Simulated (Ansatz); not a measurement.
## Pressure series in hypothetical diamond Pt

Base system: Pt in the diamond structure (space group Fd-3m, No. 227; a = 5.6883 Å; a hypothetical phase, not in the database extracts checked).

Cell and atoms are relaxed at each pressure.

Level of theory: Ansatz (a quantum-chemistry and plane-wave program) PBEsol, spin-orbit coupling left out.

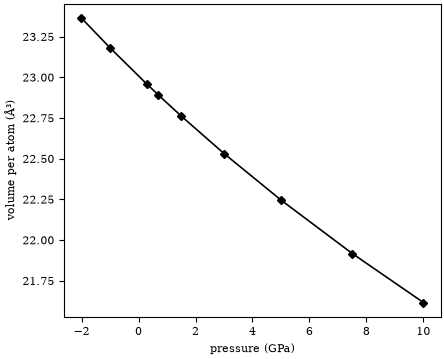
Figure: Volume against pressure

**Question.** Estimate the zero-pressure bulk modulus from the plot.

**Answer.** About 140 GPa; a third-order Birch–Murnaghan fit to the points gives V₀ = 23.01 Å³/atom, B₀ = 136 GPa and B₀′ = 5.3.

Load acts through the strain it causes; cell and atoms are relaxed under it. Stability against distortions was not tested. No other phases were tried under pressure. All final runs are without spin polarisation. Pt has a high density of states at the Fermi level and may be magnetic at this level.
